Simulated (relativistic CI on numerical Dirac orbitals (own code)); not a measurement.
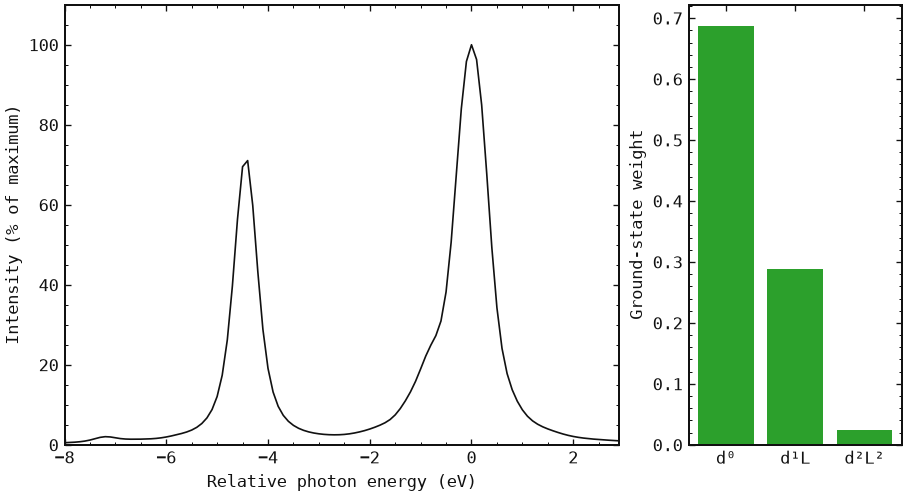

L₂,₃ X-ray absorption of nominal Sc³⁺ (d⁰) with Δ = 5, U_dd = 5.4, U_pd = 5.5, 10Dq = −0.1 (ligand 0), V(eg) = 0.85, V(t2g) = −1.44 eV, final-state hopping scaled by 0.8. Charge-transfer multiplet model of a cubic metal–ligand cluster, up to 2 ligand holes (L), atomic integrals computed for Dirac–Coulomb–Breit ions and scaled by 0.9, 300 K, Voigt broadening (Lorentzian 0.4 eV, Gaussian 0.3 eV). Energies are counted from the highest peak in the lower part of the range.

Describe the spectrum and the ground state.

Answer. The main maxima lie at −4.4 eV (71) and 0.0 eV (100), heights in % of the largest. The ground state is 69 % d⁰, 29 % d¹L and 2 % d²L², with 0.34 d electrons and S = 0.00.
